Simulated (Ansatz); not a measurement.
# BP (triplet): wB97M-V, B2PLYP over vertical spin and charge gaps, def2-QZVPP

Aim: run BP (triplet) with these functionals over vertical spin and charge gaps, and hold them against the top wave-function level at the same points.

Program: Ansatz 0.2.0, Gaussian basis. Level of theory: def2-QZVPP, all electrons in the functionals, frozen cores in the correlation of double hybrids and RPA. These are calculated values, not measurements.

The runs, in order: wB97M-V, B2PLYP, at charge 0, triplet; charge 0, singlet; charge 0, quintet; charge 1, doublet; charge 1, quartet.

2 further runs of the same task are left out: 2 set aside as unsound or not needed.

## Step 1: The system

The geometry is a PBE0/def2-TZVP stationary point (not a proven minimum).

2 atoms, charge 0, spin multiplicity 3.

Atoms are counted from 1 here; the program's logs count them from 0.

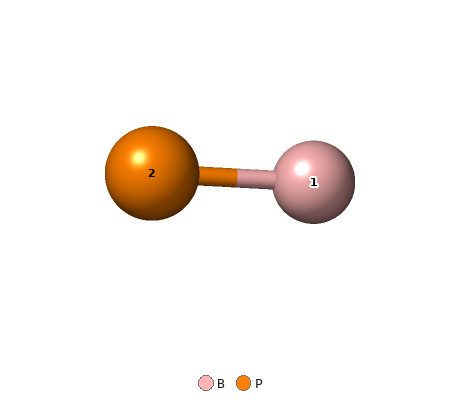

The structure; boron pink, phosphorus orange; atoms are numbered from 1 in the order of the file.

Geometry (Å):

```csv
atom,x (Å),y (Å),z (Å)
B1,0.0000,0.0000,0.0000
P2,0.0000,0.0000,1.7363
```

No dispersion term is added; wB97M-V holds VV10 nonlocal correlation.

The geometry shown and the zero of energy belong to the point charge 0, triplet. The yardstick, UCCSD(T), and other wave-function levels (R restricted, U unrestricted, valence and pair active spaces) come from earlier runs.

## Step 2: wB97M-V, charge 0, triplet

The input, in.yaml:

```yaml
crystal:
  periodic: [false, false, false]
  atoms:
    - {symbol: B, position_ang: [0.000000, 0.000000, 0.000000]}
    - {symbol: P, position_ang: [0.000000, 0.000000, 1.736300]}
basis:
  gaussian: {orbitals: "def2-QZVPP.json"}
magnetization: {spin_polarized: true, initial_magnetization: 2}
hamiltonian: {xc: {name: wB97M-V}}
output: {orbitals: {seedname: orbitals}}
```

Run with:

```console
> ansatz run in.yaml --threads 1 --pin off --events-out ev --progress --plain --max-ram 2393MiB
```

What it wrote (excerpt; [...] marks lines left out):

```text
Functional definition: wB97M-V
  name "wB97M-V"
  cite "Mardirossian & Head-Gordon, J. Chem. Phys. 144, 214110 (2016) doi:10.1063/1.4952647"
  cite "Becke, J. Chem. Phys. 107, 8554 (1997) doi:10.1063/1.475007"
  cite "Vydrov & Van Voorhis, J. Chem. Phys. 133, 244103 (2010) doi:10.1063/1.3521275"
  # Of w^i u^j: cxij and so on, Table III.
[...]
  gx(w, u) = 1 - cx + cx01*u + cx10*w
  gss(w, u) = css00 + css04*u^4 + css10*w + css20*w^2 + css43*w^4*u^3
  gos(w, u) = cos00 + cos10*w + (cos20 + cos21*u)*w^2 + (cos60 + cos61*u)*w^6
[...]
      + integral(e_c_pw_mod_opposite_spin*gos(b97_w_opposite, b97_u_opposite)) + vv10(b, c)
535 factors; their error is unknown
125 factors; integrals over basis functions are off by at most 2.7e-5 eV
[...]
mean field -9960.21539614 eV, -366.0311645315 hartree, gradient 4.8e-5 eV, S^2 2.011163; 1 other end points of the search recorded, 0 dependent functions left out
reference -9960.21543098 eV, -366.0311658119 hartree; 11, 9 occupied and 116, 118 virtual orbitals, 535 factors
Total energy: -9960.21543098 eV, -366.0311658119 hartree
```

Run time: 8 s. Hardware: 1 thread of Arm Neoverse V2, shared host.

From the report: ⟨S²⟩ of the determinant 2.011 (pure triplet: 2.00).

## Step 3: wB97M-V, charge 0, singlet

Edit in.yaml of step 2 so:

```diff
@@ -7,3 +7,3 @@
   gaussian: {orbitals: "def2-QZVPP.json"}
-magnetization: {spin_polarized: true, initial_magnetization: 2}
+magnetization: {spin_polarized: true, initial_magnetization: 0}
 hamiltonian: {xc: {name: wB97M-V}}
```

The command is unchanged.

What it wrote (excerpt; [...] marks lines left out):

```text
Functional definition: wB97M-V
  name "wB97M-V"
  cite "Mardirossian & Head-Gordon, J. Chem. Phys. 144, 214110 (2016) doi:10.1063/1.4952647"
  cite "Becke, J. Chem. Phys. 107, 8554 (1997) doi:10.1063/1.475007"
  cite "Vydrov & Van Voorhis, J. Chem. Phys. 133, 244103 (2010) doi:10.1063/1.3521275"
  # Of w^i u^j: cxij and so on, Table III.
[...]
  gx(w, u) = 1 - cx + cx01*u + cx10*w
  gss(w, u) = css00 + css04*u^4 + css10*w + css20*w^2 + css43*w^4*u^3
  gos(w, u) = cos00 + cos10*w + (cos20 + cos21*u)*w^2 + (cos60 + cos61*u)*w^6
[...]
      + integral(e_c_pw_mod_opposite_spin*gos(b97_w_opposite, b97_u_opposite)) + vv10(b, c)
535 factors; their error is unknown
125 factors; integrals over basis functions are off by at most 2.7e-5 eV
[...]
mean field -9960.01763000 eV, -366.0238967600 hartree, gradient 1.3e-5 eV, S^2 1.017359; 7 other end points of the search recorded, 0 dependent functions left out
reference -9960.01766491 eV, -366.0238980429 hartree; 10, 10 occupied and 117, 117 virtual orbitals, 535 factors
Total energy: -9960.01766491 eV, -366.0238980429 hartree
```

Wall time 42 s (1 thread of Arm Neoverse V2, shared host); peak memory 0.33 GiB.

From the report: ⟨S²⟩ of the determinant 1.017 (pure singlet: 0.00). The determinant is far from a pure spin state, so its energy mixes those of several spin states (harmless only where they are near-degenerate, as at dissociation).

From charge 0, triplet: +0.198 eV.

## Step 4: wB97M-V, charge 0, quintet

Edit in.yaml of step 3 so:

```diff
@@ -7,3 +7,3 @@
   gaussian: {orbitals: "def2-QZVPP.json"}
-magnetization: {spin_polarized: true, initial_magnetization: 0}
+magnetization: {spin_polarized: true, initial_magnetization: 4}
 hamiltonian: {xc: {name: wB97M-V}}
```

The command is unchanged.

What it wrote (excerpt; [...] marks lines left out):

```text
Functional definition: wB97M-V
  name "wB97M-V"
  cite "Mardirossian & Head-Gordon, J. Chem. Phys. 144, 214110 (2016) doi:10.1063/1.4952647"
  cite "Becke, J. Chem. Phys. 107, 8554 (1997) doi:10.1063/1.475007"
  cite "Vydrov & Van Voorhis, J. Chem. Phys. 133, 244103 (2010) doi:10.1063/1.3521275"
  # Of w^i u^j: cxij and so on, Table III.
[...]
  gx(w, u) = 1 - cx + cx01*u + cx10*w
  gss(w, u) = css00 + css04*u^4 + css10*w + css20*w^2 + css43*w^4*u^3
  gos(w, u) = cos00 + cos10*w + (cos20 + cos21*u)*w^2 + (cos60 + cos61*u)*w^6
[...]
      + integral(e_c_pw_mod_opposite_spin*gos(b97_w_opposite, b97_u_opposite)) + vv10(b, c)
535 factors; their error is unknown
125 factors; integrals over basis functions are off by at most 2.7e-5 eV
[...]
mean field -9957.27984508 eV, -365.9232850201 hartree, gradient 3.8e-5 eV, S^2 6.002479; 0 other end points of the search recorded, 0 dependent functions left out
reference -9957.27987908 eV, -365.9232862695 hartree; 12, 8 occupied and 115, 119 virtual orbitals, 535 factors
Total energy: -9957.27987908 eV, -365.9232862695 hartree
```

Run time: 6 s. Hardware: 1 thread of Arm Neoverse V2, shared host.

From the report: ⟨S²⟩ of the determinant 6.002 (pure quintet: 6.00).

From charge 0, triplet: +2.936 eV.

## Step 5: wB97M-V, charge 1, doublet

Edit in.yaml of step 4 so:

```diff
@@ -7,3 +7,4 @@
   gaussian: {orbitals: "def2-QZVPP.json"}
-magnetization: {spin_polarized: true, initial_magnetization: 4}
+total_charge: 1
+magnetization: {spin_polarized: true, initial_magnetization: 1}
 hamiltonian: {xc: {name: wB97M-V}}
```

Same command.

What it wrote (excerpt; [...] marks lines left out):

```text
Functional definition: wB97M-V
  name "wB97M-V"
  cite "Mardirossian & Head-Gordon, J. Chem. Phys. 144, 214110 (2016) doi:10.1063/1.4952647"
  cite "Becke, J. Chem. Phys. 107, 8554 (1997) doi:10.1063/1.475007"
  cite "Vydrov & Van Voorhis, J. Chem. Phys. 133, 244103 (2010) doi:10.1063/1.3521275"
  # Of w^i u^j: cxij and so on, Table III.
[...]
  gx(w, u) = 1 - cx + cx01*u + cx10*w
  gss(w, u) = css00 + css04*u^4 + css10*w + css20*w^2 + css43*w^4*u^3
  gos(w, u) = cos00 + cos10*w + (cos20 + cos21*u)*w^2 + (cos60 + cos61*u)*w^6
[...]
      + integral(e_c_pw_mod_opposite_spin*gos(b97_w_opposite, b97_u_opposite)) + vv10(b, c)
535 factors; their error is unknown
125 factors; integrals over basis functions are off by at most 2.7e-5 eV
[...]
mean field -9950.49262407 eV, -365.6738592484 hartree, gradient 1.5e-5 eV, S^2 1.755400; 4 other end points of the search recorded, 0 dependent functions left out
reference -9950.49266220 eV, -365.6738606497 hartree; 10, 9 occupied and 117, 118 virtual orbitals, 535 factors
Total energy: -9950.49266220 eV, -365.6738606497 hartree
```

Wall time 42 s (1 thread of Arm Neoverse V2, shared host); peak memory 0.32 GiB.

From the report: ⟨S²⟩ of the determinant 1.755 (pure doublet: 0.75). The determinant is far from a pure spin state, so its energy mixes those of several spin states (harmless only where they are near-degenerate, as at dissociation).

From charge 0, triplet: +9.723 eV.

## Step 6: wB97M-V, charge 1, quartet

Edit in.yaml of step 5 so:

```diff
@@ -8,3 +8,3 @@
 total_charge: 1
-magnetization: {spin_polarized: true, initial_magnetization: 1}
+magnetization: {spin_polarized: true, initial_magnetization: 3}
 hamiltonian: {xc: {name: wB97M-V}}
```

Launched as before.

What it wrote (excerpt; [...] marks lines left out):

```text
Functional definition: wB97M-V
  name "wB97M-V"
  cite "Mardirossian & Head-Gordon, J. Chem. Phys. 144, 214110 (2016) doi:10.1063/1.4952647"
  cite "Becke, J. Chem. Phys. 107, 8554 (1997) doi:10.1063/1.475007"
  cite "Vydrov & Van Voorhis, J. Chem. Phys. 133, 244103 (2010) doi:10.1063/1.3521275"
  # Of w^i u^j: cxij and so on, Table III.
[...]
  gx(w, u) = 1 - cx + cx01*u + cx10*w
  gss(w, u) = css00 + css04*u^4 + css10*w + css20*w^2 + css43*w^4*u^3
  gos(w, u) = cos00 + cos10*w + (cos20 + cos21*u)*w^2 + (cos60 + cos61*u)*w^6
[...]
      + integral(e_c_pw_mod_opposite_spin*gos(b97_w_opposite, b97_u_opposite)) + vv10(b, c)
535 factors; their error is unknown
125 factors; integrals over basis functions are off by at most 2.7e-5 eV
[...]
mean field -9950.92563672 eV, -365.6897721697 hartree, gradient 2.6e-5 eV, S^2 3.751844; 0 other end points of the search recorded, 0 dependent functions left out
reference -9950.92567472 eV, -365.6897735662 hartree; 11, 8 occupied and 116, 119 virtual orbitals, 535 factors
Total energy: -9950.92567472 eV, -365.6897735662 hartree
```

Wall time 6 s (1 thread of Arm Neoverse V2, shared host).

From the report: ⟨S²⟩ of the determinant 3.752 (pure quartet: 3.75).

From charge 0, triplet: +9.290 eV.

## Step 7: B2PLYP, charge 0, triplet

The input, in.yaml:

```yaml
crystal:
  periodic: [false, false, false]
  atoms:
    - {symbol: B, position_ang: [0.000000, 0.000000, 0.000000]}
    - {symbol: P, position_ang: [0.000000, 0.000000, 1.736300]}
basis:
  gaussian: {orbitals: "def2-QZVPP.json"}
magnetization: {spin_polarized: true, initial_magnetization: 2}
hamiltonian: {xc: {name: B2PLYP}}
correlation: {electrons: outside_noble_gas}
```

The command is unchanged.

What it wrote (excerpt; [...] marks lines left out):

```text
Functional definition: B2PLYP
  name "B2PLYP"
  cite "Grimme, J. Chem. Phys. 124, 034108 (2006) doi:10.1063/1.2148954"
  cite "Becke, Phys. Rev. A 38, 3098 (1988) doi:10.1103/PhysRevA.38.3098"
  cite "Lee, Yang & Parr, Phys. Rev. B 37, 785 (1988) doi:10.1103/PhysRevB.37.785"
[...]
767 factors; integrals over basis functions are off by at most 1.2e-3 eV
[...]
mean field -9955.36415478 eV, -365.8528847000 hartree, gradient 1.3e-6 eV, S^2 2.019422; 2 other end points of the search recorded, 0 dependent functions left out
6 core orbitals not correlated: weight in the atoms' cores, before any rotation towards them, 1.000 or more for the frozen orbitals, at most 0.000 for the correlated occupied ones
reference -9955.36426735 eV, -365.8528888370 hartree; 5, 3 occupied and 116, 118 virtual orbitals, 767 factors
second order -6.83458049 eV of doubles, -0.00000000 eV of singles
Total energy: -9957.20960409 eV, -365.9207037111 hartree
```

It took 4.7 s on 1 thread of Arm Neoverse V2, shared host.

From the report: ⟨S²⟩ of the determinant 2.019 (pure triplet: 2.00).

## Step 8: B2PLYP, charge 0, singlet

Edit in.yaml of step 7 so:

```diff
@@ -7,3 +7,3 @@
   gaussian: {orbitals: "def2-QZVPP.json"}
-magnetization: {spin_polarized: true, initial_magnetization: 2}
+magnetization: {spin_polarized: true, initial_magnetization: 0}
 hamiltonian: {xc: {name: B2PLYP}}
```

Launched as before.

What it wrote (excerpt; [...] marks lines left out):

```text
Functional definition: B2PLYP
  name "B2PLYP"
  cite "Grimme, J. Chem. Phys. 124, 034108 (2006) doi:10.1063/1.2148954"
  cite "Becke, Phys. Rev. A 38, 3098 (1988) doi:10.1103/PhysRevA.38.3098"
  cite "Lee, Yang & Parr, Phys. Rev. B 37, 785 (1988) doi:10.1103/PhysRevB.37.785"
[...]
767 factors; integrals over basis functions are off by at most 1.2e-3 eV
[...]
mean field -9955.25200654 eV, -365.8487633280 hartree, gradient 1.3e-6 eV, S^2 1.051393; 11 other end points of the search recorded, 0 dependent functions left out
6 core orbitals not correlated: weight in the atoms' cores, before any rotation towards them, 1.000 or more for the frozen orbitals, at most 0.000 for the correlated occupied ones
reference -9955.25211981 eV, -365.8487674909 hartree; 4, 4 occupied and 117, 117 virtual orbitals, 767 factors
second order -6.66739424 eV of doubles, -0.00000000 eV of singles
Total energy: -9957.05231626 eV, -365.9149234900 hartree
```

Run time: 19 s. Hardware: 1 thread of Arm Neoverse V2, shared host.

From the report: ⟨S²⟩ of the determinant 1.051 (pure singlet: 0.00). The determinant is far from a pure spin state, so its energy mixes those of several spin states (harmless only where they are near-degenerate, as at dissociation).

From charge 0, triplet: +0.157 eV.

## Step 9: B2PLYP, charge 0, quintet

Edit in.yaml of step 8 so:

```diff
@@ -7,3 +7,3 @@
   gaussian: {orbitals: "def2-QZVPP.json"}
-magnetization: {spin_polarized: true, initial_magnetization: 0}
+magnetization: {spin_polarized: true, initial_magnetization: 4}
 hamiltonian: {xc: {name: B2PLYP}}
```

Same command.

What it wrote (excerpt; [...] marks lines left out):

```text
Functional definition: B2PLYP
  name "B2PLYP"
  cite "Grimme, J. Chem. Phys. 124, 034108 (2006) doi:10.1063/1.2148954"
  cite "Becke, Phys. Rev. A 38, 3098 (1988) doi:10.1103/PhysRevA.38.3098"
  cite "Lee, Yang & Parr, Phys. Rev. B 37, 785 (1988) doi:10.1103/PhysRevB.37.785"
[...]
767 factors; integrals over basis functions are off by at most 1.2e-3 eV
[...]
mean field -9952.83728011 eV, -365.7600237686 hartree, gradient 6.5e-6 eV, S^2 6.008804; 0 other end points of the search recorded, 0 dependent functions left out
6 core orbitals not correlated: weight in the atoms' cores, before any rotation towards them, 1.000 or more for the frozen orbitals, at most 0.000 for the correlated occupied ones
reference -9952.83739675 eV, -365.7600280552 hartree; 6, 2 occupied and 115, 119 virtual orbitals, 767 factors
second order -5.16833004 eV of doubles, -0.00000000 eV of singles
Total energy: -9954.23284586 eV, -365.8113098641 hartree
```

Wall time 3.7 s (1 thread of Arm Neoverse V2, shared host).

From the report: ⟨S²⟩ of the determinant 6.009 (pure quintet: 6.00).

From charge 0, triplet: +2.977 eV.

## Step 10: B2PLYP, charge 1, doublet

Edit in.yaml of step 9 so:

```diff
@@ -7,3 +7,4 @@
   gaussian: {orbitals: "def2-QZVPP.json"}
-magnetization: {spin_polarized: true, initial_magnetization: 4}
+total_charge: 1
+magnetization: {spin_polarized: true, initial_magnetization: 1}
 hamiltonian: {xc: {name: B2PLYP}}
```

Same command.

What it wrote (excerpt; [...] marks lines left out):

```text
Functional definition: B2PLYP
  name "B2PLYP"
  cite "Grimme, J. Chem. Phys. 124, 034108 (2006) doi:10.1063/1.2148954"
  cite "Becke, Phys. Rev. A 38, 3098 (1988) doi:10.1103/PhysRevA.38.3098"
  cite "Lee, Yang & Parr, Phys. Rev. B 37, 785 (1988) doi:10.1103/PhysRevB.37.785"
[...]
767 factors; integrals over basis functions are off by at most 1.2e-3 eV
[...]
mean field -9946.14430491 eV, -365.5140614669 hartree, gradient 2.2e-6 eV, S^2 1.767450; 7 other end points of the search recorded, 0 dependent functions left out
6 core orbitals not correlated: weight in the atoms' cores, before any rotation towards them, 1.000 or more for the frozen orbitals, at most 0.000 for the correlated occupied ones
reference -9946.14442422 eV, -365.5140658512 hartree; 4, 3 occupied and 117, 118 virtual orbitals, 767 factors
second order -4.82910241 eV of doubles, -0.00000000 eV of singles
Total energy: -9947.44828187 eV, -365.5619817361 hartree
```

Run time: 17 s. Hardware: 1 thread of Arm Neoverse V2, shared host.

From the report: ⟨S²⟩ of the determinant 1.767 (pure doublet: 0.75). The determinant is far from a pure spin state, so its energy mixes those of several spin states (harmless only where they are near-degenerate, as at dissociation).

From charge 0, triplet: +9.761 eV.

## Step 11: B2PLYP, charge 1, quartet

Edit in.yaml of step 10 so:

```diff
@@ -8,3 +8,3 @@
 total_charge: 1
-magnetization: {spin_polarized: true, initial_magnetization: 1}
+magnetization: {spin_polarized: true, initial_magnetization: 3}
 hamiltonian: {xc: {name: B2PLYP}}
```

The command is unchanged.

What it wrote (excerpt; [...] marks lines left out):

```text
Functional definition: B2PLYP
  name "B2PLYP"
  cite "Grimme, J. Chem. Phys. 124, 034108 (2006) doi:10.1063/1.2148954"
  cite "Becke, Phys. Rev. A 38, 3098 (1988) doi:10.1103/PhysRevA.38.3098"
  cite "Lee, Yang & Parr, Phys. Rev. B 37, 785 (1988) doi:10.1103/PhysRevB.37.785"
[...]
767 factors; integrals over basis functions are off by at most 1.2e-3 eV
[...]
mean field -9946.42401742 eV, -365.5243407119 hartree, gradient 2.5e-6 eV, S^2 3.755008; 0 other end points of the search recorded, 0 dependent functions left out
6 core orbitals not correlated: weight in the atoms' cores, before any rotation towards them, 1.000 or more for the frozen orbitals, at most 0.000 for the correlated occupied ones
reference -9946.42413670 eV, -365.5243450955 hartree; 5, 2 occupied and 116, 119 virtual orbitals, 767 factors
second order -4.99512531 eV of doubles, -0.00000000 eV of singles
Total energy: -9947.77282054 eV, -365.5739083122 hartree
```

Run time: 3.6 s. Hardware: 1 thread of Arm Neoverse V2, shared host.

From the report: ⟨S²⟩ of the determinant 3.755 (pure quartet: 3.75).

From charge 0, triplet: +9.437 eV.

## Step 12: Against the wave-function levels

No level is safe as a reference over these points; UCCSD(T) serves as a yardstick only. It comes from earlier runs at the same points. Energies in eV, counted from charge 0, triplet; blanks weren't run or aren't comparable.

| level | triplet to singlet | triplet to quintet | ionisation to the doublet cation | ionisation to the quartet cation |
| --- | --- | --- | --- | --- |
| UCCSD(T) |  | 2.911 | 9.851 | 9.480 |
| wB97M-V | 0.198 | 2.936 | 9.723 | 9.290 |
| B2PLYP | 0.157 | 2.977 | 9.761 | 9.437 |

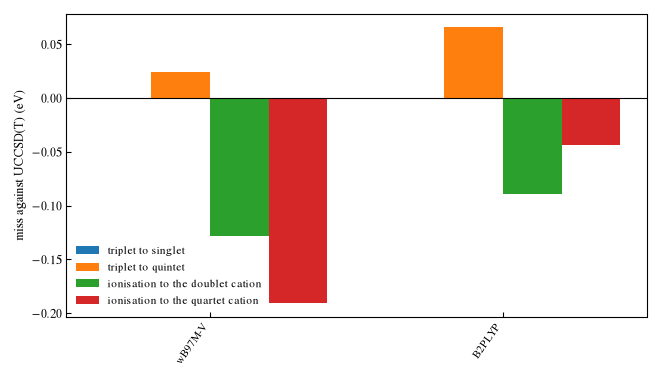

Misses of the gaps against UCCSD(T).

Largest miss and mean time a point (UCCSD(T) took 15 s a point; shared hosts):

```csv
level,largest miss (eV),where,time a point
wB97M-V,-0.190,ionisation to the quartet cation,21 s
B2PLYP,-0.090,ionisation to the doublet cation,9.5 s
```

## Step 13: Results

| quantity | value |
| --- | --- |
| triplet to quintet, UCCSD(T) | 2.911 eV |
| ionisation to the doublet cation, UCCSD(T) | 9.851 eV |
| ionisation to the quartet cation, UCCSD(T) | 9.480 eV |
| largest miss, wB97M-V | -0.190 eV (ionisation to the quartet cation) |
| largest miss, B2PLYP | -0.090 eV (ionisation to the doublet cation) |

Misses are known at 3 of 4 points at best, and only functionals with that many are ranked. Of the functionals, B2PLYP keep the smallest largest miss at the points compared (at most 0.090 eV) and wB97M-V strays most (0.190 eV, at ionisation to the quartet cation). wB97M-V, B2PLYP clearly break the spin symmetry at some points (⟨S²⟩ up to 1.05 above the pure value), so energy there is bought with a mixed spin. Functionals and the yardstick converge differently with the basis, so part of each miss in def2-QZVPP is the basis. The yardstick itself may be off where one determinant is a poor start.
